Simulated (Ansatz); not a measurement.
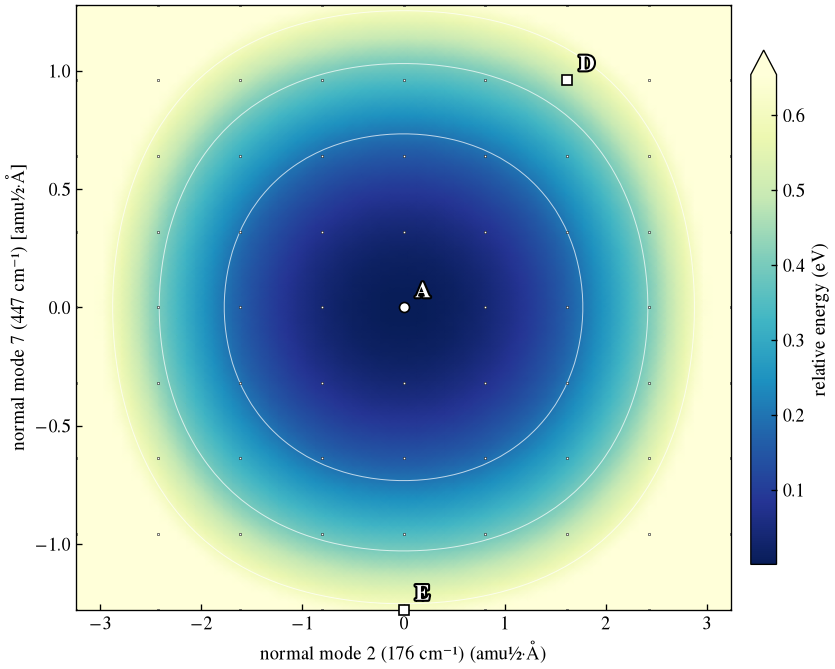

MoO2Cl2. The first coordinate is: normal mode 2 (176 cm⁻¹); the second: normal mode 7 (447 cm⁻¹). Nothing is relaxed (straight displacements along the two mass-weighted modes). The scan uses a 9 × 9 grid; 48 points were computed and 33 follow by symmetry. Energies are in eV, from the relaxed molecule at the same level. Theory: Ansatz, RKS B3LYP-D4/def2-SVP.

The picture shows a smooth colour map with a few white contour lines, dots at the grid points, one colour for all values above the top of the scale, lettered points. Between grid points the surface is interpolated.

What kind of point is each of A, D: minimum, saddle, maximum or slope?

A: minimum; D: on a slope. (In these two coordinates alone; a stationary point may lie a little off the grid point.)

Rank the lettered points by energy, lowest first.

A (0.00 eV), D (0.50 eV), E (0.63 eV).
